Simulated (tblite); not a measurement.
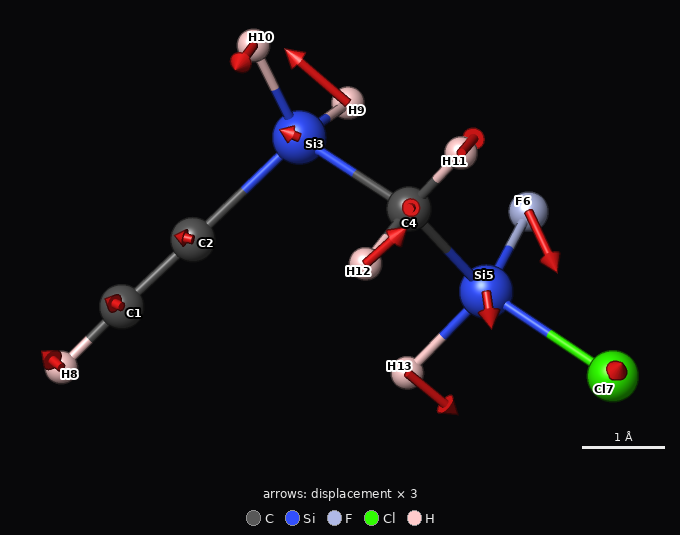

This is a relaxation of C3H6ClFSi2. The starting structure is drawn; red arrows show the displacements, 3 times their true length. The two geometries are superimposed by the best rigid fit.

The picture is a ball-and-stick view, seen at a tilt.

Computed with GFN2-xTB geometry optimisation, gas phase in tblite 0.8.0. 

Q: Describe the change and its energy.

A: Over 66 geometry steps the energy falls by 0.382 eV. The largest move after the best rigid fit is that of H9, 0.35 Å. By element the largest moves are H 0.35 Å, F 0.31 Å, Si 0.17 Å, Cl 0.13 Å, C 0.10 Å. Some distances before and after: Si5–F6 1.700 → 1.615 Å, Si5–Cl7 2.070 → 2.011 Å, Si3–C4 1.878 → 1.911 Å, Si5–H13 1.478 → 1.449 Å. Among the angles between lasting bonds that change: C4–Si5–H13 105.1° → 116.4°, Si3–C4–Si5 105.9° → 114.6°, F6–Si5–Cl7 112.6° → 106.0°. The run took 0.83 s on 1 thread of Arm Neoverse N1 (shared host).
